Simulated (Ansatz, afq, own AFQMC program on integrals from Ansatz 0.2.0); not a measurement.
# BH3 (triplet): quantum Monte Carlo beside coupled cluster at distance B1–H4 = 1.033 Å, 6-31G, part 1 of 2

Aim: compute BH3 (triplet) with auxiliary-field quantum Monte Carlo on the same integrals as coupled cluster, and set the energies side by side.

Method: 6-31G, frozen cores; program: Ansatz 0.2.0, Gaussian basis, and an in-house AFQMC program (afq) on its integrals; all values are calculated.

The runs, in order: Full CI; PBE (unrestricted); r2SCAN (unrestricted); PBE0 (unrestricted); B3LYP (unrestricted); wB97M-V (unrestricted); B2PLYP (unrestricted); CCSD(T) on UHF; Full CI; Full CI (quintet); CCSDT(Q) on UHF; CCSDTQ on UHF; Phaseless AFQMC, CISD trial on UHF; Phaseless AFQMC, single-determinant trial on UHF; Free-projection AFQMC, CISD trial on UHF; Phaseless AFQMC, first-order trial on UHF; Free-projection AFQMC, CID trial on UHF.

2 further runs of the same task are left out: 2 that didn't finish.

**1. The system**

The geometry derives from a PBE0/def2-TZVP stationary point (not a proven minimum). One bond is set to the value named and the two fragments are kept rigid.

4 atoms, charge 0, spin multiplicity 3.

Atoms are counted from 1 here; the program's logs count them from 0.

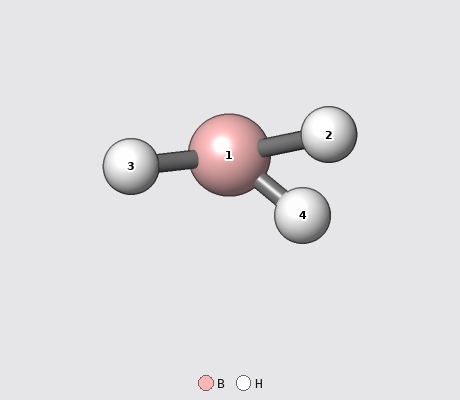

The structure; boron pink, hydrogen white; atoms are numbered from 1 in the order of the file.

**2. Full CI**

File in.yaml:

```yaml
crystal:
  periodic: [false, false, false]
  atoms:
    - {symbol: B, position_ang: [-0.108876, -0.007594, 0.073809]}
    - {symbol: H, position_ang: [0.317434, 0.531484, -1.007130]}
    - {symbol: H, position_ang: [0.615503, -0.007650, 1.013379]}
    - {symbol: H, position_ang: [0.234853, -0.442384, -0.797912]}
basis:
  gaussian: {orbitals: 6-31G}
magnetization: {spin_polarized: false, initial_magnetization: 2}
correlation: {method: fci, electrons: outside_noble_gas}
```

The run is started by

```
$ ansatz run in.yaml --threads 1 --pin off --events-out ev --progress --plain --max-ram 24576MiB --backend cuda --devices 0, --max-vram 18GiB
```

The program printed:

```text
Functional definition: HF
  name "HF"
  cite "Fock, Z. Phys. 61, 126 (1930) doi:10.1007/BF01340294"
  parent pbe
  exchange = exact_x
  correlation = 0
340 factors; integrals over basis functions are off by at most 9.1e-8 eV
mean field evaluation 1: about -712.2141 eV, gradient 1.1e1 eV
mean field evaluation 2: about -712.2147 eV, gradient 1.1e1 eV
mean field evaluation 4: about -713.0567 eV, gradient 4.0e-1 eV
mean field evaluation 8: about -713.0579 eV, gradient 2.4e-4 eV
mean field -713.05788030 eV, -26.2043937731 hartree, gradient 1.3e-6 eV, S^2 2.000000; 0 other end points of the search recorded, 0 dependent functions left out
mean field evaluation 16: about -713.1078 eV, gradient 1.1e-1 eV
1 core orbitals not correlated: weight in the atoms' cores, before any rotation towards them, 1.000 or more for the frozen orbitals, at most 0.000 for the correlated occupied ones
reference -713.05788030 eV, -26.2043937731 hartree; 4, 2 occupied and 10, 12 virtual orbitals, 340 factors
state -714.90017213 eV, -26.2720967492 hartree
Total energy: -714.90017213 eV, -26.2720967492 hartree
```

Run time: 9.5 s. Hardware: 1 × NVIDIA H100 80GB HBM3 with 1 thread of AMD EPYC 7R13 (Zen 3), shared host.

From the report: 132,496 determinants, symmetry A.

**3. PBE (unrestricted)**

in.yaml: that of step 2 with these lines changed.

```diff
@@ -9,3 +9,4 @@
   gaussian: {orbitals: 6-31G}
-magnetization: {spin_polarized: false, initial_magnetization: 2}
-correlation: {method: fci, electrons: outside_noble_gas}
+magnetization: {spin_polarized: true, initial_magnetization: 2}
+hamiltonian: {xc: {name: PBE}}
+output: {orbitals: {seedname: orbitals}}
```

The run is started by

```
$ ansatz run in.yaml --threads 1 --pin off --events-out ev --progress --plain --max-ram 8192MiB --backend cpu
```

The program printed:

```text
Functional definition: PBE
  name "PBE"
  cite "Perdew, Burke & Ernzerhof, Phys. Rev. Lett. 77, 3865 (1996) doi:10.1103/PhysRevLett.77.3865"
  parent pbe
  parameter kappa = 0.804
  parameter beta = 0.06672455060314922
  exchange = pbe_x(kappa = kappa, mu = beta*pi^2/3)
  correlation = pbe_c(beta = beta)
222 factors; integrals over basis functions are off by at most 3.8e-4 eV
mean field evaluation 1: about -716.4229 eV, gradient 1.2e1 eV
mean field evaluation 2: about -716.6655 eV, gradient 1.0e1 eV
mean field evaluation 4: about -717.5185 eV, gradient 8.1e-2 eV
mean field evaluation 8: about -717.5080 eV, gradient 1.1e-3 eV
mean field -717.50796074 eV, -26.3679312128 hartree, gradient 2.3e-5 eV, S^2 2.002460; 0 other end points of the search recorded, 0 dependent functions left out
reference -717.50798274 eV, -26.3679320213 hartree; 5, 3 occupied and 10, 12 virtual orbitals, 222 factors
Total energy: -717.50798274 eV, -26.3679320213 hartree
```

Wall time 0.24 s (1 thread of AMD EPYC 7R13 (Zen 3), shared host).

From the report: ⟨S²⟩ of the determinant 2.002 (pure triplet: 2.00).

**4. r2SCAN (unrestricted)**

in.yaml: that of step 3 with these lines changed.

```diff
@@ -10,3 +10,2 @@
 magnetization: {spin_polarized: true, initial_magnetization: 2}
-hamiltonian: {xc: {name: PBE}}
-output: {orbitals: {seedname: orbitals}}
+hamiltonian: {xc: {name: r2SCAN}}
```

The command is unchanged.

The program printed:

```text
Functional definition: r2SCAN
  name "r2SCAN"
  cite "Furness, Kaplan, Ning, Perdew & Sun, J. Phys. Chem. Lett. 11, 8208 (2020) doi:10.1021/acs.jpclett.0c02405"
  cite "Furness, Kaplan, Ning, Perdew & Sun, J. Phys. Chem. Lett. 11, 9248 (2020) doi:10.1021/acs.jpclett.0c03077"
  parent r2scan
  parameter k0 = 0.174
  parameter k1 = 0.065
  parameter a1 = 4.9479
  exchange = r2scan_x(k0 = k0, k1 = k1, a1 = a1)
  correlation = r2scan_c
222 factors; integrals over basis functions are off by at most 3.8e-4 eV
mean field evaluation 1: about -717.6984 eV, gradient 9.9e0 eV
mean field evaluation 2: about -718.0598 eV, gradient 7.4e0 eV
mean field evaluation 4: about -718.4823 eV, gradient 1.1e-1 eV
mean field evaluation 8: about -718.4715 eV, gradient 5.9e-3 eV
mean field -718.47155024 eV, -26.4033424739 hartree, gradient 4.0e-5 eV, S^2 2.004523; 0 other end points of the search recorded, 0 dependent functions left out
reference -718.47155619 eV, -26.4033426926 hartree; 5, 3 occupied and 10, 12 virtual orbitals, 222 factors
Total energy: -718.47155619 eV, -26.4033426926 hartree
```

Run time: 0.48 s. Hardware: 1 thread of AMD EPYC 7R13 (Zen 3), shared host.

From the report: ⟨S²⟩ of the determinant 2.005 (pure triplet: 2.00).

**5. PBE0 (unrestricted)**

in.yaml: that of step 4 with these lines changed.

```diff
@@ -10,2 +10,3 @@
 magnetization: {spin_polarized: true, initial_magnetization: 2}
-hamiltonian: {xc: {name: r2SCAN}}
+hamiltonian: {xc: {name: PBE0}}
+output: {orbitals: {seedname: orbitals}}
```

Launched as before.

The program printed:

```text
Functional definition: PBE0
  name "PBE0"
  cite "Adamo & Barone, J. Chem. Phys. 110, 6158 (1999) doi:10.1063/1.478522"
  cite "Perdew, Burke & Ernzerhof, Phys. Rev. Lett. 77, 3865 (1996) doi:10.1103/PhysRevLett.77.3865"
  parent pbe
  parameter a = 0.25
  parameter kappa = 0.804
  parameter beta = 0.06672455060314922
  exchange = (1 - a)*pbe_x(kappa = kappa, mu = beta*pi^2/3) + a*exact_x
  correlation = pbe_c(beta = beta)
222 factors; integrals over basis functions are off by at most 3.8e-4 eV
mean field evaluation 1: about -717.2239 eV, gradient 8.5e0 eV
mean field evaluation 2: about -717.6066 eV, gradient 5.1e0 eV
mean field evaluation 4: about -717.7979 eV, gradient 9.9e-2 eV
mean field evaluation 8: about -717.7907 eV, gradient 6.8e-4 eV
mean field -717.79065255 eV, -26.3783199451 hartree, gradient 8.1e-6 eV, S^2 2.002871; 0 other end points of the search recorded, 0 dependent functions left out
reference -717.79066912 eV, -26.3783205543 hartree; 5, 3 occupied and 10, 12 virtual orbitals, 222 factors
Total energy: -717.79066912 eV, -26.3783205543 hartree
```

Wall time 0.24 s (1 thread of AMD EPYC 7R13 (Zen 3), shared host).

From the report: ⟨S²⟩ of the determinant 2.003 (pure triplet: 2.00).

**6. B3LYP (unrestricted)**

in.yaml: that of step 5 with these lines changed.

```diff
@@ -10,3 +10,2 @@
 magnetization: {spin_polarized: true, initial_magnetization: 2}
-hamiltonian: {xc: {name: PBE0}}
-output: {orbitals: {seedname: orbitals}}
+hamiltonian: {xc: {name: B3LYP}}
```

Same command.

The program printed, shortened:

```text
Functional definition: B3LYP
  name "B3LYP"
  cite "Stephens, Devlin, Chabalowski & Frisch, J. Phys. Chem. 98, 11623 (1994) doi:10.1021/j100096a001"
  cite "Becke, Phys. Rev. A 38, 3098 (1988) doi:10.1103/PhysRevA.38.3098"
  cite "Lee, Yang & Parr, Phys. Rev. B 37, 785 (1988) doi:10.1103/PhysRevB.37.785"
  cite "Vosko, Wilk & Nusair, Can. J. Phys. 58, 1200 (1980) doi:10.1139/p80-159"
[...]
222 factors; integrals over basis functions are off by at most 3.8e-4 eV
[...]
mean field -719.09498372 eV, -26.4262532316 hartree, gradient 2.4e-5 eV, S^2 2.002035; 0 other end points of the search recorded, 0 dependent functions left out
reference -719.09514091 eV, -26.4262590081 hartree; 5, 3 occupied and 10, 12 virtual orbitals, 222 factors
Total energy: -719.09514091 eV, -26.4262590081 hartree
```

It took 0.24 s on 1 thread of AMD EPYC 7R13 (Zen 3), shared host.

From the report: ⟨S²⟩ of the determinant 2.002 (pure triplet: 2.00).

**7. wB97M-V (unrestricted)**

in.yaml: that of step 6 with these lines changed.

```diff
@@ -10,2 +10,3 @@
 magnetization: {spin_polarized: true, initial_magnetization: 2}
-hamiltonian: {xc: {name: B3LYP}}
+hamiltonian: {xc: {name: wB97M-V}}
+output: {orbitals: {seedname: orbitals}}
```

Same command.

The program printed, shortened:

```text
Functional definition: wB97M-V
  name "wB97M-V"
  cite "Mardirossian & Head-Gordon, J. Chem. Phys. 144, 214110 (2016) doi:10.1063/1.4952647"
  cite "Becke, J. Chem. Phys. 107, 8554 (1997) doi:10.1063/1.475007"
  cite "Vydrov & Van Voorhis, J. Chem. Phys. 133, 244103 (2010) doi:10.1063/1.3521275"
  # Of w^i u^j: cxij and so on, Table III.
[...]
  gx(w, u) = 1 - cx + cx01*u + cx10*w
  gss(w, u) = css00 + css04*u^4 + css10*w + css20*w^2 + css43*w^4*u^3
  gos(w, u) = cos00 + cos10*w + (cos20 + cos21*u)*w^2 + (cos60 + cos61*u)*w^6
[...]
      + integral(e_c_pw_mod_opposite_spin*gos(b97_w_opposite, b97_u_opposite)) + vv10(b, c)
222 factors; integrals over basis functions are off by at most 3.8e-4 eV
78 factors; integrals over basis functions are off by at most 4.7e-6 eV
[...]
mean field -717.87497319 eV, -26.3814186716 hartree, gradient 3.1e-5 eV, S^2 2.001611; 0 other end points of the search recorded, 0 dependent functions left out
reference -717.87499384 eV, -26.3814194304 hartree; 5, 3 occupied and 10, 12 virtual orbitals, 222 factors
Total energy: -717.87499384 eV, -26.3814194304 hartree
```

It took 0.88 s on 1 thread of AMD EPYC 7R13 (Zen 3), shared host.

From the report: ⟨S²⟩ of the determinant 2.002 (pure triplet: 2.00).

**8. B2PLYP (unrestricted)**

in.yaml: that of step 7 with these lines changed.

```diff
@@ -10,3 +10,3 @@
 magnetization: {spin_polarized: true, initial_magnetization: 2}
-hamiltonian: {xc: {name: wB97M-V}}
-output: {orbitals: {seedname: orbitals}}
+hamiltonian: {xc: {name: B2PLYP}}
+correlation: {electrons: outside_noble_gas}
```

Launched as before.

The program printed, shortened:

```text
Functional definition: B2PLYP
  name "B2PLYP"
  cite "Grimme, J. Chem. Phys. 124, 034108 (2006) doi:10.1063/1.2148954"
  cite "Becke, Phys. Rev. A 38, 3098 (1988) doi:10.1103/PhysRevA.38.3098"
  cite "Lee, Yang & Parr, Phys. Rev. B 37, 785 (1988) doi:10.1103/PhysRevB.37.785"
[...]
222 factors; integrals over basis functions are off by at most 3.8e-4 eV
[...]
mean field -716.89448117 eV, -26.3453862544 hartree, gradient 3.5e-6 eV, S^2 2.003245; 0 other end points of the search recorded, 0 dependent functions left out
1 core orbitals not correlated: weight in the atoms' cores, before any rotation towards them, 1.000 or more for the frozen orbitals, at most 0.000 for the correlated occupied ones
reference -716.89458185 eV, -26.3453899544 hartree; 4, 2 occupied and 10, 12 virtual orbitals, 222 factors
second order -1.63235230 eV of doubles, -0.00000000 eV of singles
Total energy: -717.33531697 eV, -26.3615866714 hartree
```

Wall time 0.27 s (1 thread of AMD EPYC 7R13 (Zen 3), shared host).

From the report: ⟨S²⟩ of the determinant 2.003 (pure triplet: 2.00).

**9. CCSD(T) on UHF**

in.yaml: that of step 8 with these lines changed.

```diff
@@ -10,3 +10,2 @@
 magnetization: {spin_polarized: true, initial_magnetization: 2}
-hamiltonian: {xc: {name: B2PLYP}}
-correlation: {electrons: outside_noble_gas}
+correlation: {method: ccsd_t, electrons: outside_noble_gas, hamiltonian_folder: ham}
```

The run is started by

```
$ ansatz run in.yaml --threads 1 --pin off --events-out ev --progress --plain --max-ram 24576MiB --backend cuda --devices 0, --max-vram 18GiB
```

The program printed, shortened:

```text
Functional definition: HF
  name "HF"
  cite "Fock, Z. Phys. 61, 126 (1930) doi:10.1007/BF01340294"
  parent pbe
[...]
222 factors; integrals over basis functions are off by at most 3.8e-4 eV
[...]
mean field -713.10779651 eV, -26.2062281598 hartree, gradient 1.1e-6 eV, S^2 2.007446; 0 other end points of the search recorded, 0 dependent functions left out
1 core orbitals not correlated: weight in the atoms' cores, before any rotation towards them, 1.000 or more for the frozen orbitals, at most 0.000 for the correlated occupied ones
reference -713.10779651 eV, -26.2062281598 hartree; 4, 2 occupied and 10, 12 virtual orbitals, 222 factors
second order -1.31804479 eV of doubles, -0.00000000 eV of singles
cycle   1  -1.62535523 eV  change   -3.1e-1 eV  update   4.0e-2
[...]
cycle  10  -1.76315055 eV  change    6.2e-6 eV  update   2.5e-6
perturbative correction -0.02149320 eV, -0.0007898605 hartree
Total energy: -714.89244025 eV, -26.2718126078 hartree
```

Wall time 4.9 s (1 × NVIDIA H100 80GB HBM3 with 1 thread of AMD EPYC 7R13 (Zen 3), shared host).

From the report: ⟨S²⟩ of the determinant 2.007 (pure triplet: 2.00); correlation -1.7846 eV; T1 0.008; largest double amplitude 0.04.

This run also writes the integrals to the folder ham.

**10. Full CI**

File in.yaml:

```yaml
hamiltonian:
  integrals:
    folder: ../ham
correlation: {method: fci}
```

The command is unchanged.

The program printed:

```text
Functional definition: HF
  name "HF"
  cite "Fock, Z. Phys. 61, 126 (1930) doi:10.1007/BF01340294"
  parent pbe
  exchange = exact_x
  correlation = 0
reference -713.10779651 eV, -26.2062281598 hartree; 4, 2 occupied and 10, 12 virtual orbitals, 222 factors
state -714.90045788 eV, -26.2721072503 hartree
Total energy: -714.90045788 eV, -26.2721072503 hartree
```

Wall time 5.5 s (1 × NVIDIA H100 80GB HBM3 with 1 thread of AMD EPYC 7R13 (Zen 3), shared host).

From the report: 91,091 determinants.

**11. Full CI (quintet)**

File in.yaml:

```yaml
crystal:
  periodic: [false, false, false]
  atoms:
    - {symbol: B, position_ang: [-0.108876, -0.007594, 0.073809]}
    - {symbol: H, position_ang: [0.317434, 0.531484, -1.007130]}
    - {symbol: H, position_ang: [0.615503, -0.007650, 1.013379]}
    - {symbol: H, position_ang: [0.234853, -0.442384, -0.797912]}
basis:
  gaussian: {orbitals: 6-31G}
magnetization: {spin_polarized: false, initial_magnetization: 4}
correlation: {method: fci, electrons: outside_noble_gas}
```

The command is unchanged.

The program printed, shortened:

```text
Functional definition: HF
  name "HF"
  cite "Fock, Z. Phys. 61, 126 (1930) doi:10.1007/BF01340294"
  parent pbe
[...]
342 factors; integrals over basis functions are off by at most 6.8e-8 eV
[...]
a density is far from that of the atoms, so the factors are made again for it
351 factors; integrals over basis functions are off by at most 6.3e-8 eV
[...]
mean field -703.15260574 eV, -25.8403816471 hartree, gradient 3.0e-6 eV, S^2 6.000000; 3 other end points of the search recorded, 0 dependent functions left out
1 core orbitals not correlated: weight in the atoms' cores, before any rotation towards them, 1.000 or more for the frozen orbitals, at most 0.000 for the correlated occupied ones
reference -703.15260574 eV, -25.8403816471 hartree; 5, 1 occupied and 9, 13 virtual orbitals, 351 factors
state -704.37942843 eV, -25.8854665492 hartree
Total energy: -704.37942843 eV, -25.8854665492 hartree
```

It took 4.5 s on 1 × NVIDIA H100 80GB HBM3 with 1 thread of AMD EPYC 7R13 (Zen 3), shared host.

From the report: 28,028 determinants, symmetry A.

**12. CCSDT(Q) on UHF**

in.yaml: that of step 11 with these lines changed.

```diff
@@ -9,3 +9,3 @@
   gaussian: {orbitals: 6-31G}
-magnetization: {spin_polarized: false, initial_magnetization: 4}
-correlation: {method: fci, electrons: outside_noble_gas}
+magnetization: {spin_polarized: true, initial_magnetization: 2}
+correlation: {method: ccsdt_q, electrons: outside_noble_gas}
```

Launched as before.

The program printed, shortened:

```text
Functional definition: HF
  name "HF"
  cite "Fock, Z. Phys. 61, 126 (1930) doi:10.1007/BF01340294"
  parent pbe
[...]
340 factors; integrals over basis functions are off by at most 9.1e-8 eV
[...]
mean field -713.10782708 eV, -26.2062292832 hartree, gradient 1.1e-6 eV, S^2 2.007446; 0 other end points of the search recorded, 0 dependent functions left out
1 core orbitals not correlated: weight in the atoms' cores, before any rotation towards them, 1.000 or more for the frozen orbitals, at most 0.000 for the correlated occupied ones
reference -713.10782708 eV, -26.2062292832 hartree; 4, 2 occupied and 10, 12 virtual orbitals, 340 factors
second order -1.31806170 eV of doubles, -0.00000000 eV of singles
cycle   1  -1.62536060 eV  change   -3.1e-1 eV  update   4.1e-2
[...]
cycle  13  -1.79211707 eV  change   -3.8e-7 eV  update   3.1e-7
perturbative correction -0.00044705 eV, -0.0000164286 hartree
Total energy: -714.90039120 eV, -26.2721047996 hartree
```

It took 4.5 s on 1 × NVIDIA H100 80GB HBM3 with 1 thread of AMD EPYC 7R13 (Zen 3), shared host.

From the report: ⟨S²⟩ of the determinant 2.007 (pure triplet: 2.00); correlation -1.7926 eV; T1 0.008; largest double amplitude 0.04.

**13. CCSDTQ on UHF**

in.yaml: that of step 12 with these lines changed.

```diff
@@ -10,2 +10,2 @@
 magnetization: {spin_polarized: true, initial_magnetization: 2}
-correlation: {method: ccsdt_q, electrons: outside_noble_gas}
+correlation: {method: ccsdtq, electrons: outside_noble_gas}
```

The command is unchanged.

The program printed, shortened:

```text
Functional definition: HF
  name "HF"
  cite "Fock, Z. Phys. 61, 126 (1930) doi:10.1007/BF01340294"
  parent pbe
[...]
340 factors; integrals over basis functions are off by at most 9.1e-8 eV
[...]
mean field -713.10782708 eV, -26.2062292832 hartree, gradient 1.1e-6 eV, S^2 2.007446; 0 other end points of the search recorded, 0 dependent functions left out
1 core orbitals not correlated: weight in the atoms' cores, before any rotation towards them, 1.000 or more for the frozen orbitals, at most 0.000 for the correlated occupied ones
reference -713.10782708 eV, -26.2062292832 hartree; 4, 2 occupied and 10, 12 virtual orbitals, 340 factors
second order -1.31806170 eV of doubles, -0.00000000 eV of singles
cycle   1  -1.62536120 eV  change   -3.1e-1 eV  update   4.1e-2
[...]
cycle  13  -1.79263739 eV  change    3.7e-8 eV  update   3.4e-7
Total energy: -714.90046447 eV, -26.2721074923 hartree
```

Wall time 5.5 s (1 × NVIDIA H100 80GB HBM3 with 1 thread of AMD EPYC 7R13 (Zen 3), shared host).

From the report: ⟨S²⟩ of the determinant 2.007 (pure triplet: 2.00); correlation -1.7926 eV; T1 0.008; largest double amplitude 0.04.

(Continued in part 2 of 2.)
